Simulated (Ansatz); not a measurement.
```xyz
7

Al   -0.0104   -0.0025    0.6655
H     0.5206   -1.4228    1.4050
H     1.1596    0.8117   -0.0143
H    -1.4470   -0.1430    0.0248
N    -0.1084    0.3335    2.5313
H    -0.8338   -0.0717    3.1130
H     0.7194    0.4949    3.0947
```

Theory: UKS BHLYP-D4/def2-SVP (Ansatz).

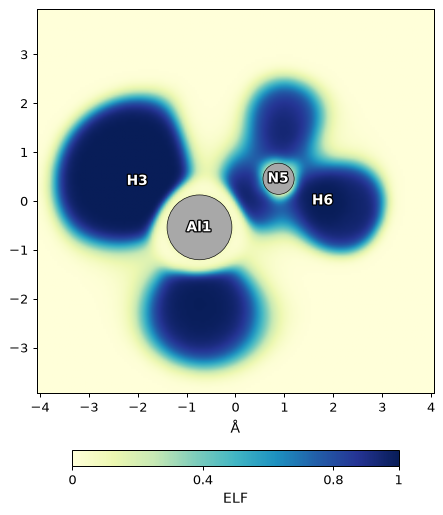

AlH$_{5}$N (doublet). Electron localisation function on the plane of atoms Al1, N5 and H6. Grey discs cover the atomic cores.

Question: Describe what can be read from this map.

Answer: Atoms in the plane: Al, H and N.
Al–N (1.90 Å): the ELF peaks at about 0.95 in the valence shell of N, 0.7 Å from its nucleus, and is about 0.65 at the midpoint.
N–H (1.01 Å): the ELF climbs to about 1 towards the hydrogen, as it does in any bond to H: an ordinary covalent bond to hydrogen.
Al–H (1.58 Å): the ELF climbs to about 1 towards the hydrogen.
